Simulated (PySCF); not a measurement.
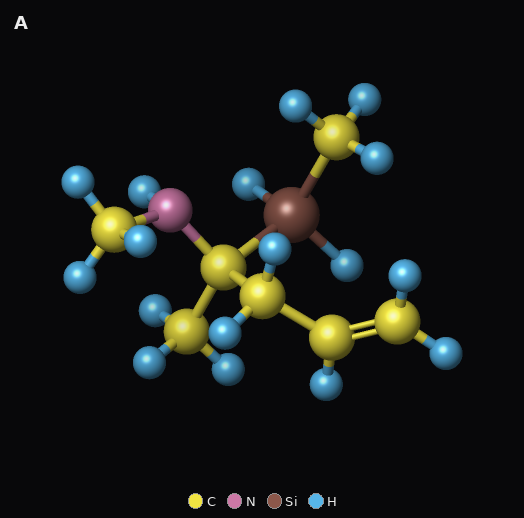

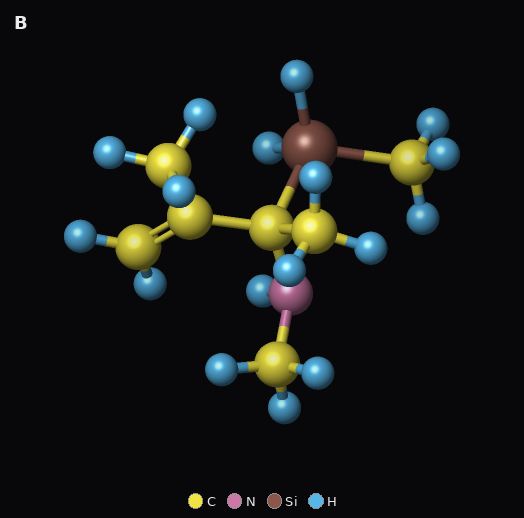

2 stationary structures of one formula. Geometries: GFN2-xTB. Electronic energies: PBE0/pcSseg-1 (PySCF 2.14.0), without zero-point energy. No frequency run is at hand to confirm each as a minimum. Each is one conformer, not always the lowest.

Are they conformers, stereoisomers or constitutional isomers?

They are constitutional isomers of C7H17NSi: A `C=CC[C@@](C)(NC)[SiH2]C`, B `C=C(C)[C@@](C)(NC)[SiH2]C`.

Which is lowest in energy, and by how much?

B is lowest; A lies 0.159 eV above it.

The geometry is semi-empirical. Around Si such bond lengths and angles can be off by a tenth of an ångström or more and by several degrees, and values that hang on the shape move with them.
